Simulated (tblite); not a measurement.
Run report: C$_{2}$H$_{4}$BrOSi, geometry relaxation (part 1 of 2)

The run: geometry relaxation of C$_{2}$H$_{4}$BrOSi, multiplicity 2. Method and program: GFN2-xTB geometry optimisation, gas phase (tblite 0.8.0).

It belongs to a series of runs on one base structure; here: H removed from Si.

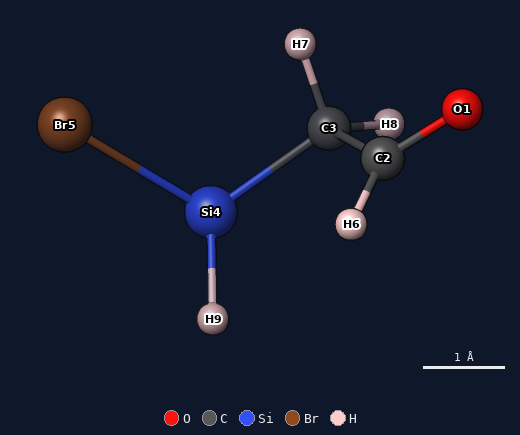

**Figure 1.** The starting structure (ball-and-stick view, seen at a tilt; atoms are numbered from 1 in the order of the input). Bond lengths as drawn: Br–Si 2.26 Å, C–C 1.53 Å, C–H 1.09 to 1.12 Å, C–O 1.22 Å, C–Si 1.84 Å and H–Si 1.46 Å.

Key numbers

- outcome: converged
- total energy: −439.8533 eV
- hardware: 1 CPU thread, shared host
- peak memory: 0.23 GiB

The input
```
{"job": {"kind": "relax", "xc": "GFN2-xTB", "basis": "xTB"}, "charge": 0, "multiplicity": 2}
O     -2.370500     0.110200    -0.538400
C     -1.155600    -0.013600    -0.628700
C     -0.305700    -0.210500     0.625000
Si     1.492400    -0.375000     0.267900
Br     2.401500     1.681600     0.447800
H     -0.684900     0.004500    -1.609900
H     -0.451900     0.729900     1.210800
H     -0.713300    -1.026700     1.258800
H      1.801600    -0.894400    -1.058600
```

The first line tells a small driver script what to run in tblite; the rest is the geometry in Å.

Launch command:
```bash
OMP_NUM_THREADS=1 python <driver script> task.json out
```

What the program printed
```
step      E/eV     max force
  0    -439.40480    2.674
  1    -439.44996    3.096
  2    -439.50459    0.463
  3    -439.51417    0.370
  4    -439.53217    0.123
  5    -439.53339    0.113
  6    -439.53785    0.151
  7    -439.53935    0.149
  8    -439.54164    0.123
  9    -439.54293    0.098
 10    -439.54388    0.069
 11    -439.54446    0.080
 12    -439.54512    0.082
 13    -439.54587    0.093
 14    -439.54668    0.083
 15    -439.54737    0.070
 16    -439.54793    0.070
 17    -439.54851    0.077
 18    -439.54931    0.101
 19    -439.55043    0.114
 20    -439.55179    0.123
 21    -439.55323    0.120
 22    -439.55463    0.129
 23    -439.55630    0.149
 24    -439.55962    0.279
 25    -439.56495    0.796
 26    -439.57468    0.512
 27    -439.58113    1.301
 28    -439.60293    0.637
 29    -439.62280    0.478
 30    -439.63510    0.806
 31    -439.65006    0.566
 32    -439.66722    0.800
 33    -439.68792    0.378
 34    -439.70541    0.716
 35    -439.72220    0.416
 36    -439.73721    0.332
 37    -439.74803    0.346
 38    -439.75724    0.409
 39    -439.76899    0.535
 40    -439.77492    0.739
 41    -439.78016    0.377
 42    -439.78614    0.570
 43    -439.79225    0.404
 44    -439.79598    0.170
 45    -439.79809    0.165
 46    -439.80155    0.185
 47    -439.80481    0.182
 48    -439.80855    0.238
 49    -439.81181    0.243
 50    -439.81722    0.202
 51    -439.82511    0.216
 52    -439.82952    0.159
 53    -439.83185    0.250
 54    -439.83370    0.121
 55    -439.83530    0.193
 56    -439.83708    0.191
 57    -439.83907    0.137
 58    -439.83957    0.107
 59    -439.84004    0.067
 60    -439.84029    0.059
 61    -439.84057    0.059
 62    -439.84081    0.063
 63    -439.84100    0.077
 64    -439.84114    0.039
 65    -439.84129    0.048
 66    -439.84158    0.060
 67    -439.84216    0.086
 68    -439.84313    0.101
 69    -439.84436    0.097
 70    -439.84553    0.082
 71    -439.84649    0.076
 72    -439.84708    0.070
 73    -439.84783    0.085
 74    -439.84904    0.129
 75    -439.85036    0.148
 76    -439.85140    0.102
 77    -439.85185    0.040
 78    -439.85186    0.084
 79    -439.85198    0.025
 80    -439.85200    0.021
 81    -439.85213    0.029
 82    -439.85227    0.044
 83    -439.85259    0.060
 84    -439.85297    0.058
 85    -439.85323    0.025
 86    -439.85328    0.013
 87    -439.85329    0.011
 88    -439.85330    0.010
```

Trajectory as extended XYZ (Å, eV, eV/Å), 50 of the 89 frames kept, from step=0 to step=88
```
9
Properties=species:S:1:pos:R:3:forces:R:3 step=0 energy=-439.40480
O    -2.3705    0.1102   -0.5384    1.8630  -0.2050  -0.3270
C    -1.1556   -0.0136   -0.6287   -2.3320  -0.0990   1.3050
C    -0.3057   -0.2105    0.6250   -1.3020   0.5930   0.1260
Si    1.4924   -0.3750    0.2679    1.4130  -0.1510  -0.1490
Br    2.4015    1.6816    0.4478   -0.0080  -0.1450  -0.0970
H    -0.6849    0.0045   -1.6099    0.3840   0.0340  -0.1460
H    -0.4519    0.7299    1.2108   -0.0770  -0.5860  -0.1830
H    -0.7133   -1.0267    1.2588    0.0170   0.4920  -0.5130
H     1.8016   -0.8944   -1.0586    0.0410   0.0680  -0.0160
9
Properties=species:S:1:pos:R:3:forces:R:3 step=2 energy=-439.50459
O    -2.3640    0.1091   -0.5437    0.0000  -0.0540  -0.1070
C    -1.1736   -0.0193   -0.6057   -0.4320  -0.0560  -0.0180
C    -0.3291   -0.1984    0.6263    0.3010   0.0520  -0.1490
Si    1.5207   -0.3784    0.2660    0.1870  -0.0600   0.1300
Br    2.4016    1.6785    0.4454    0.0520  -0.0410  -0.0830
H    -0.6768    0.0051   -1.6088    0.1220  -0.0220   0.4460
H    -0.4545    0.7181    1.2081   -0.1750  -0.0190   0.1450
H    -0.7137   -1.0157    1.2473   -0.1360   0.1840  -0.2220
H     1.8030   -0.8930   -1.0600    0.0820   0.0150  -0.1410
9
Properties=species:S:1:pos:R:3:forces:R:3 step=4 energy=-439.53217
O    -2.3801    0.1052   -0.5520   -0.0070  -0.1040   0.0130
C    -1.1917   -0.0257   -0.5996    0.0430   0.1080   0.0400
C    -0.3169   -0.1894    0.6158   -0.0870   0.0550   0.0400
Si    1.5427   -0.3855    0.2732   -0.0830  -0.0600  -0.0690
Br    2.4069    1.6750    0.4376    0.0900   0.0070  -0.0610
H    -0.6646    0.0030   -1.5746    0.0500  -0.0350   0.0300
H    -0.4687    0.7124    1.2182   -0.0330   0.0070   0.0470
H    -0.7242   -0.9987    1.2260   -0.0370  -0.0270  -0.0650
H     1.8102   -0.8904   -1.0698    0.0650   0.0490   0.0260
9
Properties=species:S:1:pos:R:3:forces:R:3 step=5 energy=-439.53339
O    -2.3811    0.1034   -0.5523    0.0000  -0.0970   0.0130
C    -1.1923   -0.0245   -0.5986    0.0440   0.0930   0.0280
C    -0.3174   -0.1880    0.6158   -0.0720   0.0470   0.0440
Si    1.5428   -0.3868    0.2726   -0.0970  -0.0280  -0.0510
Br    2.4085    1.6748    0.4363    0.0830  -0.0100  -0.0610
H    -0.6631    0.0024   -1.5721    0.0420  -0.0260   0.0090
H    -0.4701    0.7122    1.2195   -0.0260   0.0190   0.0530
H    -0.7254   -0.9980    1.2237   -0.0380  -0.0400  -0.0490
H     1.8116   -0.8896   -1.0700    0.0640   0.0410   0.0130
9
Properties=species:S:1:pos:R:3:forces:R:3 step=7 energy=-439.53935
O    -2.3848    0.0870   -0.5532    0.0290  -0.0230  -0.0220
C    -1.1930   -0.0127   -0.5933   -0.0080  -0.0770  -0.0280
C    -0.3236   -0.1781    0.6196    0.0020   0.0080   0.0550
Si    1.5344   -0.3922    0.2678   -0.0410   0.1360   0.0450
Br    2.4230    1.6713    0.4241    0.0280  -0.1090  -0.0540
H    -0.6529   -0.0017   -1.5598   -0.0110   0.0570  -0.0610
H    -0.4788    0.7138    1.2317    0.0000   0.0410   0.0890
H    -0.7349   -0.9989    1.2095   -0.0370  -0.0380   0.0150
H     1.8241   -0.8824   -1.0716    0.0380   0.0050  -0.0380
9
Properties=species:S:1:pos:R:3:forces:R:3 step=9 energy=-439.54293
O    -2.3847    0.0728   -0.5552   -0.0080   0.0050  -0.0560
C    -1.1917   -0.0093   -0.5918   -0.0040  -0.0970  -0.0140
C    -0.3300   -0.1706    0.6277    0.0010  -0.0090   0.0050
Si    1.5236   -0.3863    0.2657    0.0520   0.0390  -0.0070
Br    2.4365    1.6609    0.4108    0.0350  -0.0400  -0.0370
H    -0.6472    0.0000   -1.5575   -0.0360   0.0780  -0.0190
H    -0.4845    0.7181    1.2474   -0.0130  -0.0260   0.0500
H    -0.7441   -1.0034    1.2013   -0.0060   0.0280   0.0350
H     1.8358   -0.8762   -1.0737   -0.0210   0.0220   0.0430
9
Properties=species:S:1:pos:R:3:forces:R:3 step=11 energy=-439.54446
O    -2.3850    0.0679   -0.5597   -0.0130  -0.0260  -0.0370
C    -1.1919   -0.0142   -0.5922    0.0000   0.0190  -0.0030
C    -0.3320   -0.1686    0.6310   -0.0020  -0.0200  -0.0210
Si    1.5227   -0.3812    0.2655    0.0040  -0.0470   0.0050
Br    2.4437    1.6545    0.4036    0.0610   0.0450  -0.0250
H    -0.6474    0.0059   -1.5582   -0.0160   0.0440   0.0050
H    -0.4874    0.7179    1.2562   -0.0190  -0.0540  -0.0080
H    -0.7478   -1.0034    1.2009    0.0180   0.0240   0.0430
H     1.8387   -0.8728   -1.0723   -0.0330   0.0160   0.0410
9
Properties=species:S:1:pos:R:3:forces:R:3 step=13 energy=-439.54587
O    -2.3865    0.0614   -0.5670    0.0010  -0.0520   0.0090
C    -1.1927   -0.0175   -0.5930   -0.0200   0.0910  -0.0050
C    -0.3336   -0.1688    0.6319   -0.0140  -0.0240  -0.0150
Si    1.5229   -0.3799    0.2667   -0.0300  -0.0130   0.0660
Br    2.4553    1.6523    0.3948    0.0450   0.0380  -0.0170
H    -0.6489    0.0153   -1.5583    0.0270   0.0210   0.0050
H    -0.4917    0.7130    1.2633   -0.0100  -0.0240  -0.0500
H    -0.7494   -1.0011    1.2045    0.0230  -0.0190   0.0300
H     1.8382   -0.8687   -1.0681   -0.0210  -0.0170  -0.0220
9
Properties=species:S:1:pos:R:3:forces:R:3 step=14 energy=-439.54668
O    -2.3877    0.0551   -0.5716    0.0020  -0.0510   0.0300
C    -1.1933   -0.0168   -0.5936   -0.0260   0.0790  -0.0070
C    -0.3353   -0.1693    0.6323   -0.0170  -0.0210  -0.0070
Si    1.5218   -0.3796    0.2688   -0.0180   0.0260   0.0750
Br    2.4646    1.6518    0.3883    0.0210   0.0060  -0.0120
H    -0.6490    0.0220   -1.5581    0.0460   0.0250   0.0060
H    -0.4949    0.7092    1.2670   -0.0040   0.0080  -0.0590
H    -0.7502   -1.0003    1.2073    0.0160  -0.0400   0.0110
H     1.8376   -0.8661   -1.0656   -0.0200  -0.0310  -0.0380
9
Properties=species:S:1:pos:R:3:forces:R:3 step=16 energy=-439.54793
O    -2.3899    0.0424   -0.5769   -0.0020  -0.0280   0.0320
C    -1.1946   -0.0122   -0.5948   -0.0080  -0.0170   0.0030
C    -0.3393   -0.1709    0.6329   -0.0010  -0.0040   0.0070
Si    1.5191   -0.3778    0.2748    0.0220   0.0460   0.0090
Br    2.4803    1.6508    0.3772   -0.0170  -0.0350  -0.0030
H    -0.6466    0.0342   -1.5572    0.0390   0.0540   0.0210
H    -0.5004    0.7044    1.2699   -0.0020   0.0520  -0.0470
H    -0.7507   -1.0015    1.2118    0.0000  -0.0420  -0.0300
H     1.8357   -0.8635   -1.0628   -0.0320  -0.0270   0.0090
9
Properties=species:S:1:pos:R:3:forces:R:3 step=18 energy=-439.54931
O    -2.3921    0.0277   -0.5791    0.0130  -0.0140  -0.0010
C    -1.1962   -0.0087   -0.5956    0.0350  -0.0920   0.0240
C    -0.3431   -0.1732    0.6338    0.0270   0.0170   0.0120
Si    1.5183   -0.3726    0.2816    0.0120  -0.0130  -0.0720
Br    2.4937    1.6478    0.3668   -0.0220  -0.0120   0.0060
H    -0.6410    0.0513   -1.5547   -0.0120   0.0770   0.0410
H    -0.5056    0.7041    1.2672   -0.0070   0.0460  -0.0210
H    -0.7505   -1.0064    1.2138   -0.0060   0.0030  -0.0580
H     1.8300   -0.8639   -1.0590   -0.0400  -0.0130   0.0690
9
Properties=species:S:1:pos:R:3:forces:R:3 step=20 energy=-439.55179
O    -2.3943   -0.0018   -0.5838    0.0740  -0.0360  -0.0380
C    -1.1975   -0.0101   -0.5954    0.0570  -0.0610   0.0320
C    -0.3473   -0.1766    0.6362    0.0370   0.0370   0.0070
Si    1.5181   -0.3631    0.2906   -0.0410  -0.0870  -0.0760
Br    2.5173    1.6410    0.3475   -0.0220   0.0430   0.0170
H    -0.6317    0.0913   -1.5461   -0.0790   0.0670   0.0460
H    -0.5161    0.7070    1.2599   -0.0070  -0.0010   0.0150
H    -0.7505   -1.0150    1.2133   -0.0010   0.0680  -0.0470
H     1.8155   -0.8668   -1.0473   -0.0190  -0.0290   0.0450
9
Properties=species:S:1:pos:R:3:forces:R:3 step=22 energy=-439.55463
O    -2.3922   -0.0379   -0.5919    0.0880  -0.0890  -0.0320
C    -1.1951   -0.0155   -0.5934    0.0130   0.0720   0.0000
C    -0.3492   -0.1775    0.6392    0.0090   0.0350  -0.0030
Si    1.5156   -0.3574    0.2966   -0.0230  -0.0480   0.0210
Br    2.5417    1.6355    0.3269   -0.0520   0.0260   0.0230
H    -0.6266    0.1407   -1.5332   -0.0610   0.0360  -0.0030
H    -0.5284    0.7102    1.2539    0.0090  -0.0240   0.0460
H    -0.7509   -1.0195    1.2096   -0.0040   0.0700   0.0200
H     1.7986   -0.8726   -1.0327    0.0190  -0.0780  -0.0710
9
Properties=species:S:1:pos:R:3:forces:R:3 step=23 energy=-439.55630
O    -2.3891   -0.0616   -0.5980    0.0900  -0.1120  -0.0190
C    -1.1923   -0.0169   -0.5922   -0.0470   0.1250  -0.0250
C    -0.3502   -0.1767    0.6411   -0.0050   0.0290  -0.0050
Si    1.5131   -0.3560    0.2999    0.0240  -0.0040   0.0510
Br    2.5551    1.6329    0.3150   -0.0810  -0.0100   0.0250
H    -0.6257    0.1705   -1.5257   -0.0240   0.0310  -0.0350
H    -0.5356    0.7111    1.2529    0.0230  -0.0130   0.0610
H    -0.7517   -1.0197    1.2078   -0.0130   0.0500   0.0560
H     1.7899   -0.8776   -1.0259    0.0320  -0.0960  -0.1090
9
Properties=species:S:1:pos:R:3:forces:R:3 step=25 energy=-439.56495
O    -2.3582   -0.2302   -0.6390    0.7170  -0.0690  -0.0680
C    -1.1723   -0.0156   -0.5883   -0.7040   0.2570  -0.2680
C    -0.3549   -0.1672    0.6526   -0.1010   0.0330  -0.0420
Si    1.5017   -0.3491    0.3219    0.2790   0.1480   0.0090
Br    2.6258    1.6157    0.2449   -0.2300  -0.2020   0.0330
H    -0.6261    0.3743   -1.4779   -0.1080  -0.0710   0.1290
H    -0.5772    0.7196    1.2487    0.1270   0.0580   0.1210
H    -0.7571   -1.0152    1.2015   -0.0600  -0.0580   0.2000
H     1.7318   -0.9263   -0.9895    0.0800  -0.0970  -0.1140
9
Properties=species:S:1:pos:R:3:forces:R:3 step=27 energy=-439.58113
O    -2.2902   -0.3870   -0.6760    1.1190   0.1560  -0.1750
C    -1.1416   -0.0043   -0.5900   -1.2540   0.1800  -0.2950
C    -0.3439   -0.1415    0.6586   -0.2030  -0.0120  -0.0610
Si    1.5013   -0.3662    0.3211    0.3740   0.1730  -0.1150
Br    2.6186    1.6080    0.2222   -0.2450  -0.3030  -0.0110
H    -0.6604    0.5547   -1.4290   -0.1050  -0.2010   0.2240
H    -0.5915    0.7391    1.2501    0.2720   0.1650   0.1060
H    -0.7618   -0.9854    1.1954   -0.0630  -0.2000   0.2730
H     1.6831   -1.0114   -0.9777    0.1060   0.0440   0.0540
9
Properties=species:S:1:pos:R:3:forces:R:3 step=29 energy=-439.62280
O    -2.2685   -0.4208   -0.6963    0.3030   0.0400  -0.2690
C    -1.1527    0.0188   -0.5973   -0.3980  -0.0750   0.2530
C    -0.3528   -0.1286    0.6618   -0.0230  -0.0900   0.0210
Si    1.5119   -0.3674    0.3085   -0.2240  -0.0810  -0.0390
Br    2.5952    1.5900    0.2210   -0.0590  -0.0080  -0.0360
H    -0.6711    0.5704   -1.4284   -0.0230   0.0160   0.0910
H    -0.5744    0.7477    1.2800    0.2870   0.0420  -0.0920
H    -0.7729   -0.9791    1.2113    0.0630   0.0790  -0.0260
H     1.6988   -1.0251   -0.9858    0.0750   0.0770   0.0970
9
Properties=species:S:1:pos:R:3:forces:R:3 step=31 energy=-439.65006
O    -2.2027   -0.5180   -0.7477   -0.2140  -0.1080  -0.2620
C    -1.1554    0.0391   -0.5883    0.3460   0.1420  -0.0830
C    -0.3537   -0.1094    0.6689    0.0070   0.0740   0.0620
Si    1.5077   -0.3873    0.2871   -0.4790  -0.2740   0.0360
Br    2.5401    1.5727    0.2230    0.1170   0.2170  -0.0860
H    -0.7064    0.6704   -1.4082   -0.1620  -0.1600   0.5180
H    -0.5323    0.7734    1.2985    0.2920  -0.0400  -0.2270
H    -0.7778   -0.9499    1.2271    0.0280   0.0240  -0.0460
H     1.6941   -1.0849   -0.9853    0.0650   0.1250   0.0880
9
Properties=species:S:1:pos:R:3:forces:R:3 step=32 energy=-439.66722
O    -2.1560   -0.5903   -0.7891    0.6280   0.4950  -0.0290
C    -1.1560    0.0610   -0.5795   -0.3090  -0.5330  -0.2880
C    -0.3559   -0.0873    0.6770   -0.1460   0.0370   0.0030
Si    1.4906   -0.4121    0.2669   -0.4070  -0.1440   0.1210
Br    2.5019    1.5627    0.2216    0.1410   0.1740  -0.1060
H    -0.7312    0.7263   -1.3793   -0.2030  -0.0880   0.5050
H    -0.4972    0.7930    1.3178    0.2720  -0.0270  -0.2630
H    -0.7870   -0.9255    1.2283   -0.0080  -0.0270   0.0270
H     1.7044   -1.1220   -0.9890    0.0320   0.1130   0.0300
9
Properties=species:S:1:pos:R:3:forces:R:3 step=34 energy=-439.70541
O    -2.0989   -0.6539   -0.8451    0.4940   0.4310  -0.0200
C    -1.1592    0.0571   -0.5761   -0.0300  -0.1870  -0.3710
C    -0.3638   -0.0842    0.6814   -0.3280   0.0050  -0.1930
Si    1.4442   -0.4425    0.2639    0.3980   0.1800   0.0230
Br    2.4671    1.5685    0.2152   -0.0360  -0.2270  -0.1100
H    -0.7623    0.8130   -1.3217   -0.3260  -0.3150   0.5540
H    -0.4250    0.8183    1.2846    0.0100   0.1260  -0.0150
H    -0.7807   -0.9102    1.2464   -0.2180  -0.0790   0.2020
H     1.6921   -1.1601   -0.9737    0.0360   0.0660  -0.0710
9
Properties=species:S:1:pos:R:3:forces:R:3 step=36 energy=-439.73721
O    -2.0795   -0.6726   -0.8954    0.2780   0.1810   0.0080
C    -1.1679    0.0504   -0.5807    0.0370  -0.1170   0.0200
C    -0.3900   -0.0824    0.6797    0.0400  -0.1100   0.1720
Si    1.4333   -0.4462    0.2676    0.2190   0.0610  -0.0480
Br    2.4661    1.5506    0.1887   -0.0150  -0.1410  -0.0820
H    -0.7795    0.8310   -1.2668   -0.1650   0.0660   0.0590
H    -0.3823    0.8286    1.2872   -0.2070  -0.0490  -0.2020
H    -0.7985   -0.9025    1.2676   -0.1870   0.0590   0.1050
H     1.7119   -1.1508   -0.9731    0.0010   0.0510  -0.0320
9
Properties=species:S:1:pos:R:3:forces:R:3 step=38 energy=-439.75724
O    -2.0506   -0.6938   -0.9338    0.3830   0.1420   0.0090
C    -1.1562    0.0364   -0.5866   -0.1520   0.1030   0.1230
C    -0.3956   -0.0937    0.6816    0.2690  -0.1240   0.1210
Si    1.4470   -0.4466    0.2769   -0.1000  -0.1450  -0.0520
Br    2.4666    1.5378    0.1660    0.0540   0.0140  -0.0800
H    -0.8107    0.8829   -1.2198   -0.1110  -0.0820   0.0140
H    -0.3726    0.8314    1.2623   -0.2460   0.0220  -0.1430
H    -0.8136   -0.8895    1.2953   -0.1200   0.0120   0.0120
H     1.6993   -1.1590   -0.9671    0.0220   0.0570  -0.0040
9
Properties=species:S:1:pos:R:3:forces:R:3 step=40 energy=-439.77492
O    -2.0041   -0.7159   -0.9692    0.6450   0.3120   0.1820
C    -1.1382    0.0351   -0.5787   -0.5080  -0.1340  -0.0470
C    -0.3838   -0.1055    0.6931   -0.0570   0.0440  -0.0190
Si    1.4497   -0.4638    0.2763   -0.0690  -0.1110   0.0490
Br    2.4609    1.5249    0.1408    0.0470   0.0020  -0.0700
H    -0.8470    0.9294   -1.1669   -0.0020  -0.0730  -0.0260
H    -0.3776    0.8431    1.2323   -0.1260   0.0030   0.0030
H    -0.8416   -0.8722    1.3151    0.0420  -0.0440   0.0000
H     1.6953   -1.1691   -0.9678    0.0270   0.0020  -0.0730
9
Properties=species:S:1:pos:R:3:forces:R:3 step=41 energy=-439.78016
O    -1.9903   -0.7122   -0.9719    0.3560   0.0600   0.1100
C    -1.1348    0.0389   -0.5720   -0.3220  -0.1540   0.0400
C    -0.3804   -0.1087    0.7014   -0.2330   0.0880  -0.0840
Si    1.4469   -0.4710    0.2753   -0.0070  -0.0250   0.0990
Br    2.4695    1.5173    0.1255    0.0080  -0.0430  -0.0480
H    -0.8517    0.9282   -1.1563    0.1000   0.1460  -0.0990
H    -0.3936    0.8458    1.2284   -0.0310  -0.0010   0.0760
H    -0.8562   -0.8711    1.3172    0.1240  -0.0360   0.0030
H     1.7041   -1.1612   -0.9729    0.0040  -0.0340  -0.0960
9
Properties=species:S:1:pos:R:3:forces:R:3 step=43 energy=-439.79225
O    -1.9431   -0.7423   -0.9959    0.3350   0.2010   0.1040
C    -1.1394    0.0480   -0.5631   -0.1550  -0.0810  -0.1530
C    -0.3970   -0.0984    0.7144   -0.1390   0.0900  -0.0700
Si    1.4262   -0.4880    0.2706    0.0490   0.0610   0.0330
Br    2.4699    1.4963    0.0954   -0.0380  -0.0990  -0.0160
H    -0.8646    0.9622   -1.1348   -0.0590  -0.1050   0.0520
H    -0.3895    0.8578    1.2405   -0.0470  -0.0630   0.0740
H    -0.8719   -0.8646    1.3284    0.1280   0.0250  -0.0090
H     1.7228   -1.1651   -0.9807   -0.0740  -0.0280  -0.0140
```
